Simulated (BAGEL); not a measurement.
# singlet C2H6N+: levels of theory compared

We compute a comparison of 6 runs (HF/3-21G, HF/def2-SVPD, B3LYP/6-31G*, B3LYP/def2-SVPD, PBE0/def2-SVPD, RI-MP2/def2-SVPD) of singlet C2H6N+. 

Program for the calculation: BAGEL 1.2.2.

2 further runs of the same task are left out: 2 set aside as unsound or not needed. Runs told in other sessions of the task aren't counted.

### 1 Starting point

The species is C2H6N+ (9 atoms), meant as a singlet with charge +1. As SMILES of the parent species, `C[N]C`. Geometry: relaxed at PBE0-D4/def2-TZVP. That shape belongs to the parent species and isn't relaxed for this state.

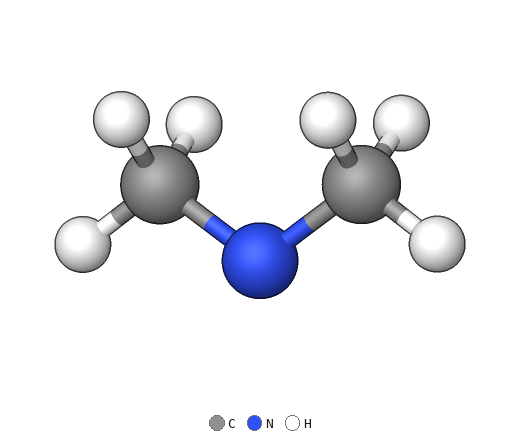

The structure, seen from a chosen angle (carbon grey, nitrogen blue, hydrogen white).

### 2 The energy at HF/3-21G (density fitting with qzvpp-jkfit) (run 1)

job.json reads:

```json
{ "bagel": [

{
  "title": "molecule",
  "basis": "3-21g",
  "df_basis": "qzvpp-jkfit",
  "angstrom": true,
  "geometry": [
    { "atom": "C", "xyz": [      -0.237500,       0.857100,      -0.780700 ] },
    { "atom": "N", "xyz": [       0.449100,      -0.385400,      -0.632700 ] },
    { "atom": "C", "xyz": [       0.306100,      -0.915300,       0.684800 ] },
    { "atom": "H", "xyz": [      -1.312700,       0.746500,      -0.567800 ] },
    { "atom": "H", "xyz": [      -0.119300,       1.246400,      -1.792900 ] },
    { "atom": "H", "xyz": [       0.138800,       1.607400,      -0.067200 ] },
    { "atom": "H", "xyz": [      -0.753900,      -1.087700,       0.930800 ] },
    { "atom": "H", "xyz": [       0.845300,      -1.858500,       0.783100 ] },
    { "atom": "H", "xyz": [       0.684000,      -0.210600,       1.442500 ] }
  ]
},

{ "title": "hf", "charge": 1 },

{ "title": "print", "file": "orbitals.molden", "orbitals": true }

]}
```

Started as:

```console
BAGEL_NUM_THREADS=1 BAGEL job.json > job.out
```

Standard output:

```text
* using 1 threads per process

  ===============================================================
  ===============================================================

  *** Geometry ***

  { "atom" : "C", "xyz" : [     -0.448810,      1.619684,     -1.475309 ] },
  { "atom" : "N", "xyz" : [      0.848676,     -0.728300,     -1.195630 ] },
  { "atom" : "C", "xyz" : [      0.578445,     -1.729666,      1.294084 ] },
  { "atom" : "H", "xyz" : [     -2.480643,      1.410681,     -1.072986 ] },
  { "atom" : "H", "xyz" : [     -0.225444,      2.355355,     -3.388090 ] },
  { "atom" : "H", "xyz" : [      0.262294,      3.037546,     -0.126990 ] },
  { "atom" : "H", "xyz" : [     -1.424665,     -2.055455,      1.758957 ] },
  { "atom" : "H", "xyz" : [      1.597385,     -3.512056,      1.479845 ] },
  { "atom" : "H", "xyz" : [      1.292573,     -0.397976,      2.725930 ] },

  Number of auxiliary basis functions:      335

  Since a DF basis is specified, we compute 2- and 3-index integrals:
    o Being stored without compression. Storage requirement is 0.004 GB

  Number of basis functions:       39
  Number of electrons      :       25

    * METHOD: MOLECULE                             0.06

  *** RHF ***

  === Nuclear Repulsion ===
    77.2051366005

      * DIIS with orbital gradients will be used.

  === RHF iteration (3-21g) ===
      0       -132.47330515          0.01764305           0.01
      1       -132.52992595          0.00605034           0.01
      2       -132.53729352          0.00267137           0.01
      3       -132.53880505          0.00102345           0.01
      4       -132.53911121          0.00018784           0.01
      5       -132.53911903          0.00003790           0.01
      6       -132.53911932          0.00000906           0.01
      7       -132.53911934          0.00000163           0.01
      8       -132.53911934          0.00000038           0.01
      9       -132.53911934          0.00000019           0.01
     10       -132.53911934          0.00000010           0.01
     11       -132.53911934          0.00000007           0.01
     12       -132.53911934          0.00000004           0.01
     13       -132.53911934          0.00000001           0.01
    * SCF iteration converged.

    * Permanent dipole moment:
           (    0.431281,    -0.366141,    -0.602915) a.u.

    * METHOD: HF                                   0.15

    * METHOD: PRINT                                0.00

  ===============================================================
```

Run time: 0.34 s. Hardware: 1 thread of Arm Neoverse V2, shared host.

### 3 The energy at HF/def2-SVPD (density fitting with qzvpp-jkfit) (run 2)

job.json reads:

```json
{ "bagel": [

{
  "title": "molecule",
  "basis": "def2-svpd.json",
  "df_basis": "qzvpp-jkfit",
  "angstrom": "true",
  "geometry": [
    { "atom": "C", "xyz": [   -0.237500,    0.857100,   -0.780700 ] },
    { "atom": "N", "xyz": [    0.449100,   -0.385400,   -0.632700 ] },
    { "atom": "C", "xyz": [    0.306100,   -0.915300,    0.684800 ] },
    { "atom": "H", "xyz": [   -1.312700,    0.746500,   -0.567800 ] },
    { "atom": "H", "xyz": [   -0.119300,    1.246400,   -1.792900 ] },
    { "atom": "H", "xyz": [    0.138800,    1.607400,   -0.067200 ] },
    { "atom": "H", "xyz": [   -0.753900,   -1.087700,    0.930800 ] },
    { "atom": "H", "xyz": [    0.845300,   -1.858500,    0.783100 ] },
    { "atom": "H", "xyz": [    0.684000,   -0.210600,    1.442500 ] }
  ]
},
{
  "title": "hf",
  "charge": 1
},
{
  "title": "print",
  "file": "orbitals.molden",
  "orbitals": "true"
}

]}
```

The basis set def2-SVPD is read from a file made from the Basis Set Exchange's data (not shown).

Started as:

```console
BAGEL_NUM_THREADS=1 BAGEL job.json > job.out
```

Standard output:

```text
* using 1 threads per process

  ===============================================================
  ===============================================================

  *** Geometry ***

  { "atom" : "C", "xyz" : [     -0.448810,      1.619684,     -1.475309 ] },
  { "atom" : "N", "xyz" : [      0.848676,     -0.728300,     -1.195630 ] },
  { "atom" : "C", "xyz" : [      0.578445,     -1.729666,      1.294084 ] },
  { "atom" : "H", "xyz" : [     -2.480643,      1.410681,     -1.072986 ] },
  { "atom" : "H", "xyz" : [     -0.225444,      2.355355,     -3.388090 ] },
  { "atom" : "H", "xyz" : [      0.262294,      3.037546,     -0.126990 ] },
  { "atom" : "H", "xyz" : [     -1.424665,     -2.055455,      1.758957 ] },
  { "atom" : "H", "xyz" : [      1.597385,     -3.512056,      1.479845 ] },
  { "atom" : "H", "xyz" : [      1.292573,     -0.397976,      2.725930 ] },

  Number of auxiliary basis functions:      335

  Since a DF basis is specified, we compute 2- and 3-index integrals:
    o Being stored without compression. Storage requirement is 0.031 GB

  Number of basis functions:      108
  Number of electrons      :       25

    * METHOD: MOLECULE                             0.11

  *** RHF ***

  === Nuclear Repulsion ===
    77.2051366005

      * DIIS with orbital gradients will be used.

  === RHF iteration (def2-svpd.json) ===
      0       -133.07830572          0.01177823           0.03
      1       -133.17440033          0.00472455           0.03
      2       -133.18741383          0.00220280           0.03
      3       -133.19107703          0.00064403           0.03
      4       -133.19148810          0.00023592           0.03
      5       -133.19155439          0.00004966           0.03
      6       -133.19155646          0.00000916           0.03
      7       -133.19155652          0.00000194           0.03
      8       -133.19155652          0.00000043           0.03
      9       -133.19155652          0.00000016           0.03
     10       -133.19155652          0.00000009           0.03
     11       -133.19155652          0.00000007           0.03
     12       -133.19155652          0.00000004           0.03
     13       -133.19155652          0.00000002           0.03
     14       -133.19155652          0.00000001           0.03
    * SCF iteration converged.

    * Permanent dipole moment:
           (    0.326672,    -0.277550,    -0.456934) a.u.

    * METHOD: HF                                   0.49

    * METHOD: PRINT                                0.02

  ===============================================================
```

It took 0.74 s on 1 thread of Arm Neoverse V2, shared host.

Runs 3 to 5 aren't shown in full; the table further down has their settings and results.

### 4 A single-point energy at RI-MP2/def2-SVPD (density fitting with qzvpp-jkfit) (run 6)

job.json reads:

```json
{ "bagel" : [

{
  "title" : "molecule",
  "basis" : "def2-svpd.json",
  "df_basis" : "qzvpp-jkfit",
  "angstrom" : "true",
  "geometry" : [
    { "atom" : "C", "xyz" : [   -0.237500,    0.857100,   -0.780700 ] },
    { "atom" : "N", "xyz" : [    0.449100,   -0.385400,   -0.632700 ] },
    { "atom" : "C", "xyz" : [    0.306100,   -0.915300,    0.684800 ] },
    { "atom" : "H", "xyz" : [   -1.312700,    0.746500,   -0.567800 ] },
    { "atom" : "H", "xyz" : [   -0.119300,    1.246400,   -1.792900 ] },
    { "atom" : "H", "xyz" : [    0.138800,    1.607400,   -0.067200 ] },
    { "atom" : "H", "xyz" : [   -0.753900,   -1.087700,    0.930800 ] },
    { "atom" : "H", "xyz" : [    0.845300,   -1.858500,    0.783100 ] },
    { "atom" : "H", "xyz" : [    0.684000,   -0.210600,    1.442500 ] }
  ]
},
{
  "title" : "hf",
  "charge" : 1
},
{
  "title" : "mp2",
  "charge" : 1,
  "ncore" : 3
}

]}
```

The basis set def2-SVPD is read from a file made from the Basis Set Exchange's data (not shown).

Started as:

```console
BAGEL_NUM_THREADS=1 BAGEL job.json > job.out
```

Standard output:

```text
* using 1 threads per process

  ===============================================================
  ===============================================================

  *** Geometry ***

  { "atom" : "C", "xyz" : [     -0.448810,      1.619684,     -1.475309 ] },
  { "atom" : "N", "xyz" : [      0.848676,     -0.728300,     -1.195630 ] },
  { "atom" : "C", "xyz" : [      0.578445,     -1.729666,      1.294084 ] },
  { "atom" : "H", "xyz" : [     -2.480643,      1.410681,     -1.072986 ] },
  { "atom" : "H", "xyz" : [     -0.225444,      2.355355,     -3.388090 ] },
  { "atom" : "H", "xyz" : [      0.262294,      3.037546,     -0.126990 ] },
  { "atom" : "H", "xyz" : [     -1.424665,     -2.055455,      1.758957 ] },
  { "atom" : "H", "xyz" : [      1.597385,     -3.512056,      1.479845 ] },
  { "atom" : "H", "xyz" : [      1.292573,     -0.397976,      2.725930 ] },

  Number of auxiliary basis functions:      335

  Since a DF basis is specified, we compute 2- and 3-index integrals:
    o Being stored without compression. Storage requirement is 0.031 GB

  Number of basis functions:      108
  Number of electrons      :       25

    * METHOD: MOLECULE                             0.11

  *** RHF ***

  === Nuclear Repulsion ===
    77.2051366005

      * DIIS with orbital gradients will be used.

  === RHF iteration (def2-svpd.json) ===
      0       -133.07830572          0.01177823           0.02
      1       -133.17440033          0.00472455           0.03
      2       -133.18741383          0.00220280           0.03
      3       -133.19107703          0.00064403           0.03
      4       -133.19148810          0.00023592           0.03
      5       -133.19155439          0.00004966           0.03
      6       -133.19155646          0.00000916           0.03
      7       -133.19155652          0.00000194           0.03
      8       -133.19155652          0.00000043           0.03
      9       -133.19155652          0.00000016           0.03
     10       -133.19155652          0.00000009           0.03
     11       -133.19155652          0.00000007           0.03
     12       -133.19155652          0.00000004           0.03
     13       -133.19155652          0.00000002           0.03
     14       -133.19155652          0.00000001           0.03
    * SCF iteration converged.

    * Permanent dipole moment:
           (    0.326672,    -0.277550,    -0.456934) a.u.

    * METHOD: HF                                   0.49

  *** RHF ***

  === Nuclear Repulsion ===
    77.2051366005

      * DIIS with orbital gradients will be used.

  === RHF iteration (def2-svpd.json) ===
      0       -133.19155652          0.00000000           0.02
    * SCF iteration converged.

    * Permanent dipole moment:
           (    0.326673,    -0.277550,    -0.456934) a.u.

  === DF-MP2 calculation ===

    * freezing 3 orbitals
    * 3-index integral transformation done
    * assembly done

      MP2 correlation energy:   -0.4320919433      0.02

      MP2 total energy:       -133.6236484620

    * METHOD: MP2                                  0.09

  ===============================================================
```

Run time: 0.82 s. Hardware: 1 thread of Arm Neoverse V2, shared host.

### 5 The series

| run | level | frozen core orbitals | energy (Eh) | HOMO energy (eV) | LUMO energy (eV) | HOMO–LUMO gap (eV) | wall time |
| --- | --- | --- | --- | --- | --- | --- | --- |
| 1 | HF/3-21G (density fitting with qzvpp-jkfit) | – | -132.539119 | -19.81 | -7.09 | 12.72 | 0.34 s |
| 2 | HF/def2-SVPD (density fitting with qzvpp-jkfit) | – | -133.191557 | -19.97 | -7.15 | 12.82 | 0.74 s |
| 3 | B3LYP/6-31G* (density fitting with qzvpp-jkfit, spherical functions) | – | -134.161040 | -15.28 | -12.08 | 3.20 | 3.9 s |
| 4 | B3LYP/def2-SVPD (density fitting with qzvpp-jkfit) | – | -134.067846 | -15.35 | -12.14 | 3.20 | 6.6 s |
| 5 | PBE0/def2-SVPD (density fitting with qzvpp-jkfit) | – | -133.898921 | -15.58 | -11.89 | 3.69 | 6.3 s |
| 6 | RI-MP2/def2-SVPD (density fitting with qzvpp-jkfit) | 3 | -133.623648 | – | – | – | 0.82 s |

### 6 Summary of results

| quantity | value |
| --- | --- |
| run 6: total energy | -133.62365 Eh |
| run 6: correlation energy (3 core orbitals frozen) | -432.1 mEh |

**Reading.** Over runs 1, 2, 3, 4, 5 the HOMO–LUMO gap runs from 3.20 eV (B3LYP/def2-SVPD) to 12.82 eV (HF/def2-SVPD). Exact exchange widens orbital gaps. Totals of different functionals can't be ranked against each other. All runs together took 19 s, the longest 6.6 s.
